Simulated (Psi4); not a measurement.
**C2H3Al (ethynylalumane), run twice**

Wanted: the energy of C2H3Al (ethynylalumane), revTPSS-D3(BJ)/6-311G*.

The calculation is run with Psi4 1.11.

1 further run of the same task is left out (set aside as unsound or not needed).

### 1 The molecule

The species is C2H3Al (6 atoms), meant as a singlet with charge 0. As SMILES, `C#[C][AlH2]`. The shape is that of a PBE0-D4/def2-TZVP optimisation.

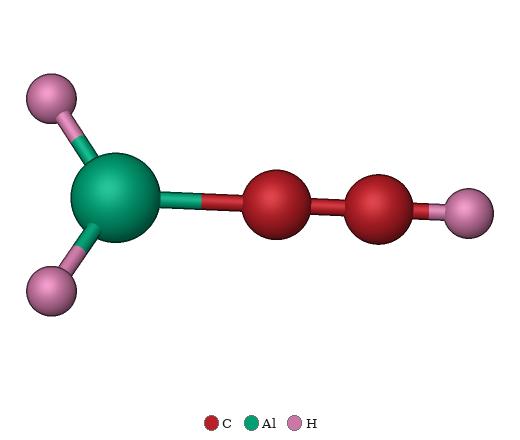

Viewed from a chosen angle; carbon red, aluminium teal, hydrogen pink.

### 2 Try one

Contents of c2h3al.py:

```python
import psi4

psi4.set_memory('1600 MB')
psi4.set_num_threads(1)
psi4.core.set_output_file('output.dat', False)

mol = psi4.geometry("""
0 1
C     -0.792800    -1.637600    -0.298100
C     -0.266100    -0.564200    -0.106200
Al     0.564800     1.124200     0.195000
H     -1.257000    -2.583100    -0.467400
H      1.356700     1.804700    -0.990500
H     -1.237000    -2.583100    -0.467400
""")

options = {'basis': '6-311G*', 'reference': 'rks', 'scf_type': 'direct'}
psi4.set_options(options)

result = psi4.energy("revtpss-d3(bj)")
print('E =', round(result, 9))
```

Launch:

```bash
$ python c2h3al.py
```

stdout:

```text
qcelemental.exceptions.ValidationError: Following atoms are too close: [(3, np.int64(5), np.float64(0.019999999999999796))]
```

Run time: 1.4 s. Hardware: 1 thread of Intel Xeon Platinum 8259CL at 2.50GHz (Skylake/Cascade Lake), shared host; peak memory 0.13 GiB.

### 3 Diagnosis

The input was rejected.

The telling line is `qcelemental.exceptions.ValidationError: Following atoms are too close: [(3, np.int64(5), np.float64(0.019999999999999796))]`. Cause: two atoms lie on top of or far too near each other. As the program read them, the closest atoms are 0.02 Å apart, against 1.07 Å in the sound input.

### 4 The mended input

Contents of run.py:

```python
import psi4

psi4.set_memory(1600000000)
psi4.set_num_threads(1)
psi4.set_output_file('c2h3al.out', False)

molecule = psi4.geometry("""
0 1
C     -0.792800    -1.637600    -0.298100
C     -0.266100    -0.564200    -0.106200
Al     0.564800     1.124200     0.195000
H     -1.257000    -2.583100    -0.467400
H      1.356700     1.804700    -0.990500
H      0.436600     1.792000     1.621000
""")

psi4.set_options(dict(basis='6-311G*', reference='rks', scf_type='direct'))

energy_value = psi4.energy("REVTPSS-D3BJ", molecule=molecule)
print('E =', round(energy_value, 9))
```

Launch:

```bash
$ python run.py
```

c2h3al.out:

```text
[...]
  Running in c1 symmetry.
[...]
  Nuclear repulsion =   69.410462182866823
[...]
  Multiplicity = 1
[...]
  Nalpha       = 14
  Nbeta        = 14
[...]
    Number of basis functions: 71
[...]
   @DF-RKS iter   1:  -320.03677535528954   -4.58499e-01   9.96176e-03 DIIS/ADIIS
[...]
   @RKS iter  11:  -320.31166573178268   -4.20334e-09   2.07776e-07 DIIS
[...]
    Orbital Energies [Eh]
    ---------------------
    Doubly Occupied:
       1A    -55.660029     2A    -10.014443     3A     -9.989958
       4A     -3.997256     5A     -2.558951     6A     -2.548845
       7A     -2.547403     8A     -0.692182     9A     -0.510142
      10A     -0.411385    11A     -0.319432    12A     -0.290737
      13A     -0.263791    14A     -0.253164
[...]
  @RKS Final Energy:  -320.31166573178268
   => Energetics <=
    Nuclear Repulsion Energy =             69.4104621828668229
    One-Electron Energy =                -578.7119450217451231
    Two-Electron Energy =                 219.4759178615131248
    DFT Exchange-Correlation Energy =     -30.4825043896036547
    Empirical Dispersion Energy =          -0.0035963648138364
    VV10 Nonlocal Energy =                  0.0000000000000000
    Total Energy =                       -320.3116657317826821
[...]
 Multipole Moments:
 ------------------------------------------------------------------------------------
     Multipole            Electronic (a.u.)      Nuclear  (a.u.)        Total (a.u.)
 ------------------------------------------------------------------------------------
 L = 1.  Multiply by 2.5417464519 to convert [e a0] to [Debye]
 Dipole X            :          0.0014564           -0.1282970           -0.1268406
 Dipole Y            :          0.0057303           -0.2645524           -0.2588221
 Dipole Z            :          0.0014664           -0.0479866           -0.0465201
 Magnitude           :                                                    0.2919616
[...]
```

Standard output:

```text
E = -320.311665732
```

Wall time 17 s (1 thread of Intel Xeon Platinum 8259CL at 2.50GHz (Skylake/Cascade Lake), shared host); peak memory 0.76 GiB.

### 5 Results

At revTPSS-D3(BJ)/6-311G*:

| quantity | value |
| --- | --- |
| total energy | -320.31167 Eh |
| dipole moment | 0.74 D |
| HOMO energy | -6.89 eV |
| LUMO energy | -2.38 eV |
| HOMO–LUMO gap | 4.51 eV |
| dispersion energy | -9.44 kJ/mol |
